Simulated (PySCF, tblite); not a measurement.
# C₄H₁₃ClN₂Si₂: geometry, infrared bands and NMR shifts

What infrared bands and NMR shifts should C₄H₁₃ClN₂Si₂ (`CN[Si@@H]1C[Si@@H](Cl)CN1C`) show?

Programs: tblite 0.8.0 and PySCF 2.14.0, with density-fitted response routines of our own. Each step states its level of theory. These are calculated values for one molecule in the gas phase, unless marked as measured. Atoms are numbered from 0 throughout.

## 1. The starting structure

22 atoms, charge 0, multiplicity 1; geometry from: force field or distance geometry start.

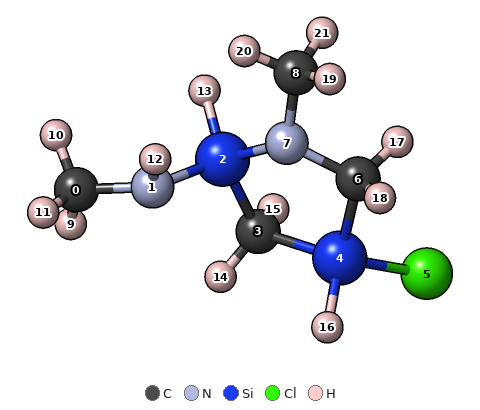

The starting geometry (carbon dark grey, nitrogen light blue, silicon blue, chlorine green, hydrogen pink), atoms numbered.

## 2. Optimising the geometry with GFN2-xTB

What the job is given:

```
{"job": {"kind": "relax", "xc": "GFN2-xTB", "basis": "xTB"}, "charge": 0, "multiplicity": 1}
C      2.864400    -1.305100     0.236500
N      1.576500    -0.686600     0.560200
Si     0.321500    -0.430000    -0.507900
C      0.531400     1.116800    -1.527100
Si    -0.650400     2.218900    -0.575600
Cl    -1.751300     3.337600    -1.910300
C     -1.784200     1.051900     0.377400
N     -0.988800    -0.180100     0.576100
C     -1.842100    -1.257800     1.087900
H      3.364600    -0.754300    -0.555400
H      2.730000    -2.346900    -0.076500
H      3.506400    -1.292600     1.116800
H      1.183000    -1.155800     1.394100
H      0.075700    -1.647000    -1.305500
H      1.550900     1.505800    -1.515500
H      0.205800     0.961600    -2.540300
H      0.079100     3.165200     0.313900
H     -2.686500     0.848000    -0.214300
H     -2.074300     1.494400     1.346200
H     -2.429100    -0.908800     1.952300
H     -1.252700    -2.096700     1.444600
H     -2.540200    -1.619300     0.321500
```

Command:

```console
$ OMP_NUM_THREADS=1 python probes_run.py task.json out
```

This one command runs all jobs of the session in turn.

The log of the run:

```text
step      E/eV     max force
  0    -792.09949    2.738
  1    -792.24024    0.918
  2    -792.27978    0.506
  3    -792.32158    0.432
  4    -792.34130    0.365
  5    -792.37006    0.389
  6    -792.38748    0.302
  7    -792.40078    0.229
  8    -792.41019    0.213
  9    -792.41847    0.232
 10    -792.42469    0.183
 11    -792.42899    0.124
 12    -792.43177    0.126
 13    -792.43389    0.093
 14    -792.43568    0.089
 15    -792.43736    0.103
 16    -792.43898    0.096
 17    -792.44038    0.082
 18    -792.44158    0.084
 19    -792.44279    0.091
 20    -792.44420    0.110
 21    -792.44577    0.095
 22    -792.44742    0.107
 23    -792.44921    0.120
 24    -792.45134    0.144
 25    -792.45394    0.172
 26    -792.45690    0.142
 27    -792.46000    0.127
 28    -792.46307    0.128
 29    -792.46595    0.153
 30    -792.46862    0.153
 31    -792.47102    0.107
 32    -792.47301    0.107
 33    -792.47463    0.103
 34    -792.47609    0.081
 35    -792.47746    0.065
 36    -792.47860    0.072
 37    -792.47944    0.068
 38    -792.48003    0.055
 39    -792.48057    0.049
 40    -792.48115    0.045
 41    -792.48175    0.052
 42    -792.48223    0.048
 43    -792.48256    0.046
 44    -792.48288    0.041
 45    -792.48318    0.036
 46    -792.48345    0.040
 47    -792.48362    0.034
 48    -792.48379    0.026
 49    -792.48396    0.037
 50    -792.48414    0.040
 51    -792.48427    0.027
 52    -792.48434    0.022
 53    -792.48440    0.019
 54    -792.48449    0.031
 55    -792.48461    0.038
 56    -792.48474    0.027
 57    -792.48483    0.017
 58    -792.48491    0.017
 59    -792.48497    0.027
 60    -792.48505    0.026
 61    -792.48512    0.016
 62    -792.48519    0.021
 63    -792.48527    0.025
 64    -792.48537    0.037
 65    -792.48550    0.037
 66    -792.48565    0.026
 67    -792.48578    0.027
 68    -792.48590    0.032
 69    -792.48603    0.037
 70    -792.48617    0.030
 71    -792.48629    0.021
 72    -792.48638    0.023
 73    -792.48648    0.026
 74    -792.48659    0.027
 75    -792.48672    0.024
 76    -792.48683    0.018
 77    -792.48689    0.016
 78    -792.48693    0.016
 79    -792.48698    0.017
 80    -792.48704    0.018
 81    -792.48712    0.018
 82    -792.48718    0.017
 83    -792.48723    0.014
 84    -792.48727    0.014
 85    -792.48731    0.018
 86    -792.48738    0.022
 87    -792.48745    0.025
 88    -792.48754    0.024
 89    -792.48767    0.029
 90    -792.48783    0.029
 91    -792.48800    0.030
 92    -792.48812    0.029
 93    -792.48821    0.024
 94    -792.48832    0.024
 95    -792.48848    0.032
 96    -792.48873    0.038
 97    -792.48898    0.031
 98    -792.48917    0.027
 99    -792.48931    0.026
100    -792.48944    0.032
101    -792.48964    0.035
102    -792.49004    0.034
103    -792.49024    0.029
104    -792.49039    0.026
105    -792.49054    0.026
106    -792.49068    0.022
107    -792.49080    0.023
108    -792.49090    0.026
109    -792.49099    0.028
110    -792.49110    0.019
111    -792.49118    0.015
112    -792.49126    0.018
113    -792.49133    0.018
114    -792.49139    0.020
115    -792.49144    0.018
116    -792.49149    0.013
117    -792.49155    0.014
118    -792.49161    0.014
119    -792.49166    0.015
120    -792.49171    0.011
121    -792.49173    0.009
```

Wall time 1.5 s (1 thread of Arm Neoverse V1, shared host); peak memory 0.18 GiB.

Step by step: (not every step is listed)

| step | energy from step 0 (eV) | largest force (eV/Å) |
| --- | --- | --- |
| 0 | 0.0000 | 2.7384 |
| 1 | -0.1408 | 0.9184 |
| 2 | -0.1803 | 0.5060 |
| 3 | -0.2221 | 0.4317 |
| 4 | -0.2418 | 0.3648 |
| 5 | -0.2706 | 0.3893 |
| 6 | -0.2880 | 0.3021 |
| 7 | -0.3013 | 0.2288 |
| 8 | -0.3107 | 0.2130 |
| 18 | -0.3421 | 0.0841 |
| 28 | -0.3636 | 0.1277 |
| 38 | -0.3805 | 0.0550 |
| 48 | -0.3843 | 0.0265 |
| 58 | -0.3854 | 0.0170 |
| 68 | -0.3864 | 0.0323 |
| 78 | -0.3874 | 0.0159 |
| 88 | -0.3881 | 0.0237 |
| 98 | -0.3897 | 0.0273 |
| 108 | -0.3914 | 0.0260 |
| 116 | -0.3920 | 0.0133 |
| 117 | -0.3921 | 0.0136 |
| 118 | -0.3921 | 0.0140 |
| 119 | -0.3922 | 0.0147 |
| 120 | -0.3922 | 0.0114 |
| 121 | -0.3922 | 0.0091 |

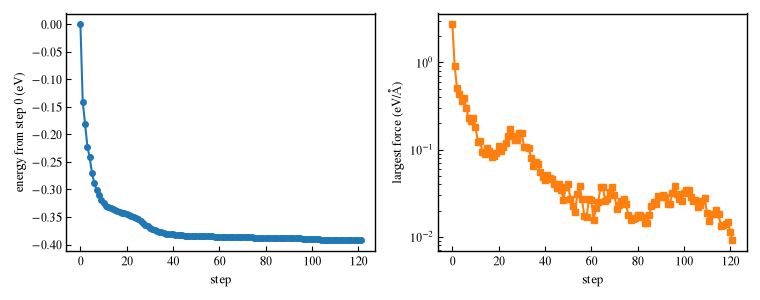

Energy and largest force along the relaxation.

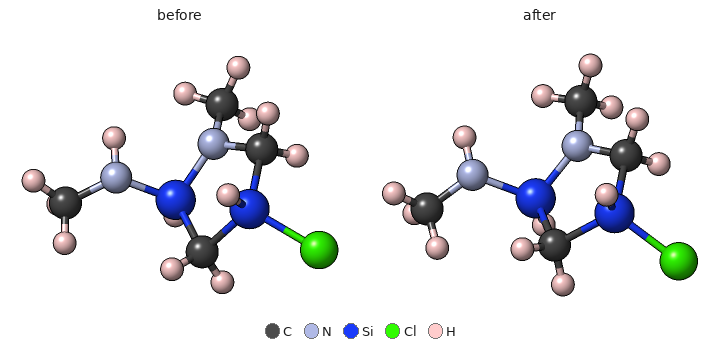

The geometry before (left) and after (right).

Distances of close pairs at the start and the end, largest changes first:

| bond | before (Å) | after (Å) | change (Å) |
| --- | --- | --- | --- |
| N1–Si2 | 1.668 | 1.719 | +0.051 |
| Si2–C3 | 1.864 | 1.901 | +0.037 |
| C6–N7 | 1.480 | 1.445 | -0.035 |
| Si4–Cl5 | 2.060 | 2.026 | -0.034 |
| N7–C8 | 1.467 | 1.438 | -0.029 |
| N1–H12 | 1.035 | 1.008 | -0.026 |
| Si4–H16 | 1.490 | 1.464 | -0.025 |
| C0–N1 | 1.465 | 1.442 | -0.023 |

The final coordinates are the input of the step that follows.

## 3. Vibrational analysis with GFN2-xTB

What the job is given:

```
{"job": {"kind": "ir", "xc": "GFN2-xTB", "basis": "xTB"}, "charge": 0, "multiplicity": 1}
C      2.836108    -1.380624     0.089912
N      1.542278    -0.997868     0.598009
Si     0.275822    -0.509468    -0.456474
C      0.686127     1.182460    -1.219926
Si    -0.734046     2.293800    -0.659405
Cl    -1.728434     3.133019    -2.212662
C     -1.862083     1.025145     0.207513
N     -1.072432    -0.138818     0.539320
C     -1.808242    -1.146208     1.254105
H      3.075664    -0.744950    -0.759043
H      2.866833    -2.422699    -0.247554
H      3.600137    -1.242786     0.857175
H      1.295014    -1.520633     1.424105
H     -0.028588    -1.483033    -1.532612
H      1.644684     1.549634    -0.866002
H      0.755862     1.116839    -2.302161
H     -0.335464     3.373893     0.245451
H     -2.712244     0.743397    -0.433414
H     -2.297754     1.429649     1.128574
H     -2.201366    -0.734949     2.189013
H     -1.152672    -1.981504     1.487355
H     -2.655612    -1.524908     0.667874
```

The log of the run:

```text
mode    cm-1     km/mol
  1      21.2      0.60
  2      67.7      0.05
  3      75.0      1.81
  4     115.0      1.14
  5     130.2      4.04
  6     156.4      1.52
  7     169.2      1.27
  8     173.3      0.31
  9     228.0      5.81
 10     243.9     14.41
 11     278.4      8.86
 12     310.0      0.79
 13     340.5      5.83
 14     375.1     14.85
 15     498.7     58.84
 16     509.4     87.20
 17     599.9     69.05
 18     630.8    161.27
 19     647.5      8.09
 20     649.3     56.76
 21     693.1     85.01
 22     716.4    229.89
 23     764.7    107.28
 24     777.6    161.47
 25     793.2     56.35
 26     814.4     85.46
 27     841.3    235.64
 28     984.0      0.97
 29    1043.7     71.73
 30    1059.4     13.40
 31    1105.8      5.71
 32    1110.8     53.99
 33    1112.8     74.21
 34    1159.0    106.72
 35    1170.9     24.02
 36    1200.9     47.28
 37    1211.9     39.31
 38    1330.3     25.98
 39    1356.5     95.91
 40    1420.1      1.85
 41    1422.7      2.49
 42    1457.9      4.11
 43    1486.9      2.30
 44    1493.6      2.96
 45    1494.5      8.73
 46    1504.9      1.64
 47    1509.1      2.55
 48    2092.4    333.43
 49    2236.5    276.99
 50    2824.3     79.12
 51    2879.9     71.86
 52    2904.7    117.75
 53    2906.4     17.75
 54    2940.0     67.62
 55    2974.2     57.69
 56    3016.9     35.72
 57    3026.6     46.46
 58    3027.7      7.03
 59    3032.7     32.08
 60    3448.3      3.65
```

Run time: 1.4 s. Hardware: 1 thread of Arm Neoverse V1, shared host; peak memory 0.18 GiB.

The strongest bands and the atoms that carry them (share of the mass-weighted mode):

| cm⁻¹ | km/mol | atoms |
| --- | --- | --- |
| 631 | 161.3 | H16 82 % |
| 716 | 229.9 | H13 63 % |
| 765 | 107.3 | C6 28 %, C3 19 %, Si4 15 % |
| 778 | 161.5 | Si2 31 %, C3 21 % |
| 841 | 235.6 | Si2 41 %, N1 23 % |
| 2092 | 333.4 | H13 97 % |
| 2236 | 277.0 | H16 97 % |
| 2905 | 117.8 | H10 81 % |

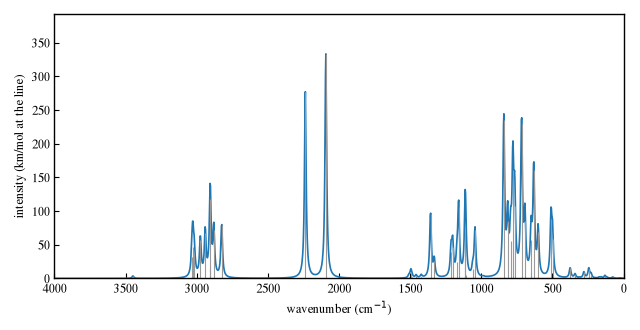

The infrared spectrum from these modes, unscaled. Lines are broadened to a width of 14 cm⁻¹ (Lorentzian).

## 4. Nuclear shieldings: PBE0/pcSseg-1

Settings changed since step 3:

```diff
@@ -1,2 +1,2 @@
-{"job": {"kind": "ir", "xc": "GFN2-xTB", "basis": "xTB"}, "charge": 0, "multiplicity": 1}
+{"job": {"kind": "nmr", "xc": "PBE0", "basis": "pcSseg-1"}, "charge": 0, "multiplicity": 1}
 C      2.836108    -1.380624     0.089912
```

Level: GIAO PBE0/pcSseg-1 NMR shielding, non-relativistic, gas phase.

The log of the run:

```text
coarse grid: 19400 points
cycle   1  E = -1308.1215692257  dE =  1.028e+00  |g| = 5.963e-01  |ddm| = 4.256e+00
cycle   2  E = -1308.0802989468  dE =  4.127e-02  |g| = 7.360e-01  |ddm| = 1.342e+00
cycle   3  E = -1308.2058862765  dE = -1.256e-01  |g| = 8.701e-02  |ddm| = 8.414e-01
cycle   4  E = -1308.2072781589  dE = -1.392e-03  |g| = 3.483e-02  |ddm| = 1.128e-01
cycle   5  E = -1308.2075239714  dE = -2.458e-04  |g| = 7.464e-03  |ddm| = 3.462e-02
cycle   6  E = -1308.2075347135  dE = -1.074e-05  |g| = 3.154e-03  |ddm| = 9.715e-03
cycle   7  E = -1308.2075367432  dE = -2.030e-06  |g| = 6.650e-04  |ddm| = 3.466e-03
final grid: 172256 points
cycle   8  E = -1308.2546170487  dE = -3.834e-05  |g| = 1.026e-02  |ddm| = 2.620e-02
cycle   9  E = -1308.2546035223  dE =  1.353e-05  |g| = 1.263e-02  |ddm| = 2.208e-02
cycle  10  E = -1308.2546420251  dE = -3.850e-05  |g| = 1.366e-03  |ddm| = 1.295e-02
cycle  11  E = -1308.2546423682  dE = -3.432e-07  |g| = 3.485e-04  |ddm| = 1.410e-03
cycle  12  E = -1308.2546423918  dE = -2.359e-08  |g| = 7.141e-05  |ddm| = 2.990e-04
cycle  13  E = -1308.2546423927  dE = -9.163e-10  |g| = 3.177e-05  |ddm| = 9.637e-05
cycle  14  E = -1308.2546423929  dE = -2.192e-10  |g| = 6.456e-06  |ddm| = 3.281e-05
converged SCF energy = -1308.2546423929

GIAO shielding tensors (ppm)
atom      isotropic    diamagn.    paramagn.     s11        s22        s33       span
  0 C      157.485     241.200     -83.715    133.851    151.082    187.521     53.671
  1 N      240.313     326.413     -86.101    211.314    239.982    269.641     58.327
  2 Si     358.178     885.407    -527.229    301.688    370.369    402.476    100.788
  3 C      184.375     263.455     -79.080    174.675    181.616    196.835     22.160
  4 Si     337.521     878.491    -540.969    290.178    359.393    362.993     72.815
  5 Cl     957.591    1147.133    -189.541    927.695    957.206    987.874     60.179
  6 C      138.341     249.259    -110.918    109.727    127.484    177.813     68.086
  7 N      235.505     331.312     -95.807    199.168    230.649    276.699     77.531
  8 C      146.563     244.409     -97.846    120.877    133.025    185.789     64.912
  9 H       29.322      29.317       0.005     24.197     29.150     34.621     10.424
 10 H       28.892      27.175       1.717     23.160     26.690     36.825     13.665
 11 H       28.865      27.283       1.582     23.738     26.329     36.528     12.789
 12 H       31.687      35.922      -4.235     21.685     32.406     40.969     19.283
 13 H       26.337      32.452      -6.114     23.371     24.216     31.425      8.054
 14 H       31.320      33.583      -2.263     26.076     29.379     38.505     12.429
 15 H       31.674      32.381      -0.707     26.385     29.923     38.714     12.328
 16 H       26.222      28.439      -2.217     22.138     24.518     32.011      9.874
 17 H       29.311      30.603      -1.292     25.156     27.594     35.184     10.028
 18 H       29.057      30.602      -1.545     24.871     27.713     34.587      9.716
 19 H       29.217      29.871      -0.654     24.737     26.420     36.494     11.758
 20 H       29.067      31.548      -2.481     23.213     28.360     35.628     12.415
 21 H       29.179      29.473      -0.294     24.639     26.544     36.355     11.717
```

Run time: 81 s. Hardware: 1 thread of Arm Neoverse V1, shared host; peak memory 1.1 GiB.

The references, computed at this level on geometries of the same kind, shield at (ppm): 1H TMS 31.72, 13C TMS 186.9, 29Si TMS 349.2, 15N NH3 267.7, 35Cl HCl 950. Their shielding less the atom's gives the shift. The references are single molecules in the gas phase, so shifts against H2O, NH3, PH3, H3PO4 or CFCl3 are not on the usual liquid scales and can be off by tens of ppm. Atoms listed in one row are averaged.

| atoms | environment | σ (ppm) | δ (ppm) | δ scaled to CDCl3 |
| --- | --- | --- | --- | --- |
| C6 | sp3 CH2 bonded to N and Si | 138.3 | 48.6 | 45.5 |
| C8 | methyl carbon bonded to N | 146.6 | 40.4 | 37.5 |
| C0 | methyl carbon bonded to N | 157.5 | 29.4 | 26.8 |
| C3 | sp3 CH2 bonded to 2 Si | 184.4 | 2.5 | 0.6 |
| H16 | hydrogen on a silicon bonded to 2 C, Cl, in a 5-membered ring | 26.22 | 5.49 | – |
| H13 | hydrogen on a silicon bonded to C, 2 N, in a 5-membered ring | 26.34 | 5.38 | – |
| H9, H10, H11 | hydrogen on a methyl carbon bonded to N | 29.03 | 2.69 | 2.64 |
| H18 | hydrogen on an sp3 CH2 bonded to N and Si | 29.06 | 2.66 | 2.61 |
| H19, H20, H21 | hydrogen on a methyl carbon bonded to N | 29.15 | 2.56 | 2.52 |
| H17 | hydrogen on an sp3 CH2 bonded to N and Si | 29.31 | 2.41 | 2.37 |
| H14 | hydrogen on an sp3 CH2 bonded to 2 Si | 31.32 | 0.40 | 0.48 |
| H15 | hydrogen on an sp3 CH2 bonded to 2 Si | 31.67 | 0.04 | 0.15 |
| H12 | hydrogen on a nitrogen bonded to C, Si | 31.69 | 0.03 | – |
| N7 | nitrogen bonded to 2 C, Si, in a 5-membered ring | 235.5 | 32.2 | – |
| N1 | nitrogen bonded to C, Si, H | 240.3 | 27.4 | – |
| Si4 | silicon bonded to 2 C, Cl, H, in a 5-membered ring | 337.5 | 11.6 | – |
| Si2 | silicon bonded to C, 2 N, H, in a 5-membered ring | 358.2 | -9.0 | – |
| Cl5 | chlorine bonded to Si | 958 | -8 | – |

The scaled column applies a straight-line fit of computed shieldings to shifts measured in CDCl3, with any fitted terms for Cl, Br or S neighbours (root-mean-square error 0.16 ppm for H, 1.9 ppm for C).

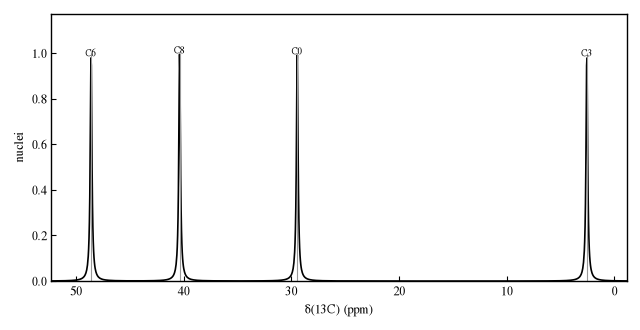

13C lines at the computed shifts, without couplings. Lines are broadened to a width of 0.18 ppm (Lorentzian).

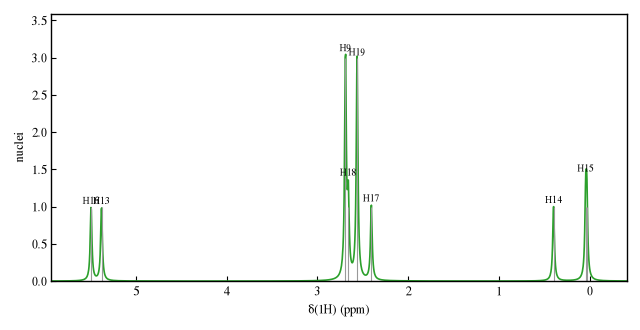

1H lines at the computed shifts, without couplings. Lines are broadened to a width of 0.02 ppm (Lorentzian).

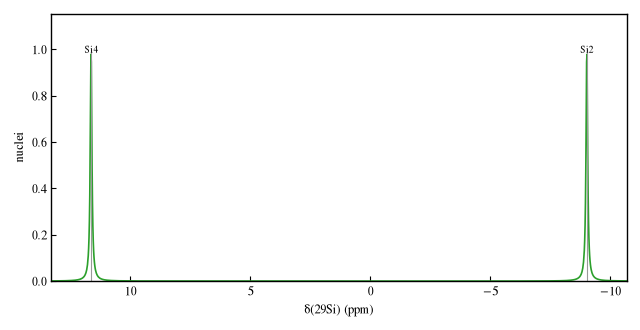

29Si lines at the computed shifts, without couplings. Lines are broadened to a width of 0.08 ppm (Lorentzian).

Charges from the same density, by scheme (e):

| atoms | Mulliken | IAO | Hirshfeld | ESP fit |
| --- | --- | --- | --- | --- |
| C0 | -0.10 | -0.30 | -0.07 | 0.02 |
| N1 | -0.68 | -0.69 | -0.25 | -0.86 |
| Si2 | 1.04 | 1.14 | 0.40 | 0.95 |
| C3 | -0.90 | -0.87 | -0.26 | -0.55 |
| Si4 | 0.87 | 0.95 | 0.37 | 0.31 |
| Cl5 | -0.33 | -0.32 | -0.13 | -0.18 |
| C6 | -0.29 | -0.44 | -0.12 | -0.22 |
| N7 | -0.80 | -0.51 | -0.18 | -0.32 |
| C8 | -0.06 | -0.29 | -0.07 | -0.46 |

Mulliken charges:

C0 -0.10; N1 -0.68; Si2 1.04; C3 -0.90; Si4 0.87; Cl5 -0.33; C6 -0.29; N7 -0.80; C8 -0.06; H9 0.11; H10 0.10; H11 0.12; H12 0.19; H13 -0.12; H14 0.18; H15 0.18; H16 -0.06; H17 0.13; H18 0.13; H19 0.11; H20 0.10; H21 0.10

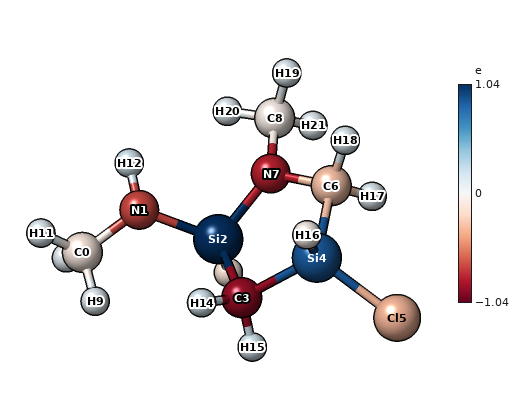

Mulliken charges, as colours on the atoms.

Mayer bond orders: C0–N1 0.98, N1–Si2 1.01, Si2–C3 0.86, C3–Si4 0.93, Si4–Cl5 0.99, Si4–C6 0.91, C6–N7 0.94, N7–C8 0.96, N7–Si2 0.94.

Ring of atoms Si2, C3, Si4, C6, N7: NICS(0) -4.6, NICS(1) -2.8, NICS(1)zz 0.5 ppm (means of both faces).

Orbitals, density, ELF and potential are computed afterwards from the orbital file.

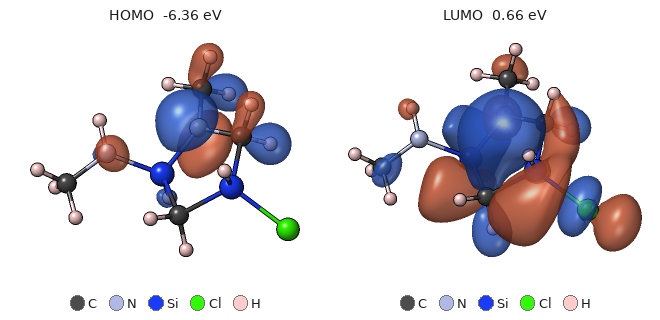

Frontier orbitals at PBE0/pcSseg-1; each surface holds 70 % of the orbital's density, blue and red mark the sign.

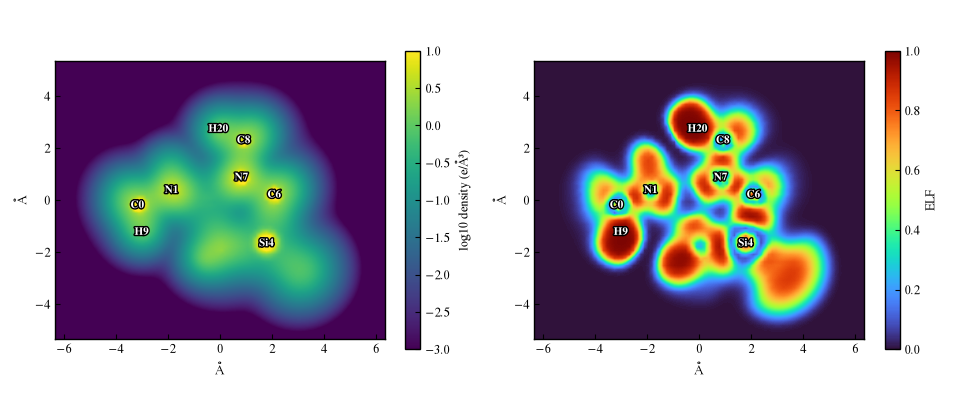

Density (left) and ELF (right) in a plane through or near 8 of the atoms.

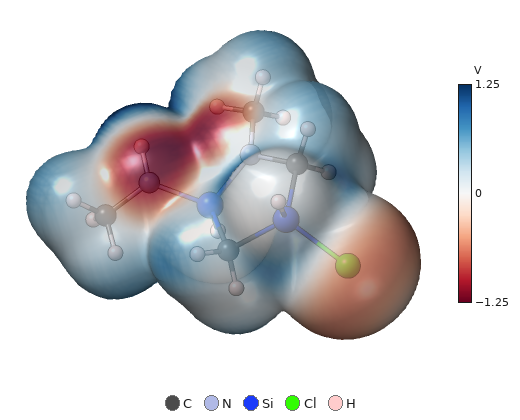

Electrostatic potential on the surface of density 0.002 e/bohr³; red is low, blue high. It runs from -1.14 V near N1 to 1.25 V near H12.

## 5. What came out

| quantity | value |
| --- | --- |
| strongest single infrared mode (GFN2-xTB) | 2092 cm⁻¹, 333 km/mol |
| zero-point energy (GFN2-xTB) | 106.6 kcal/mol |
| 13C shifts against TMS (PBE0/pcSseg-1) | 48.6, 40.4, 29.4, 2.5 ppm |
| 1H shifts against TMS (PBE0/pcSseg-1, means over atoms taken as alike) | 5.49, 5.38, 2.69, 2.66, 2.56, 2.41, 0.40, 0.04, 0.03 ppm |
| 15N shifts against NH3 (PBE0/pcSseg-1) | 32.2, 27.4 ppm |
| 29Si shifts against TMS (PBE0/pcSseg-1) | 11.6, -9.0 ppm |
| 35Cl shifts against HCl (PBE0/pcSseg-1) | -8 ppm |
| surface potential, least and greatest | -1.14 V and 1.25 V |

**Reading.** Over 121 steps the energy fell by 0.392 eV; of the close pairs, N1–Si2 changed most, 1.668 to 1.719 Å. No mode is imaginary among the 60: a minimum at this level. The strongest single mode, at 2092 cm⁻¹, moves mainly H13. Unscaled tight-binding wavenumbers are off by several per cent, some by more. Its intensities can rank the bands wrongly. C6 (sp3 CH2 bonded to N and Si) lies farthest downfield among carbon, at 48.6 ppm; pulled downfield by the heteroatom. At PBE0/pcSseg-1: The largest span, 101 ppm, is at Si2, where the paramagnetic term is -527 ppm.
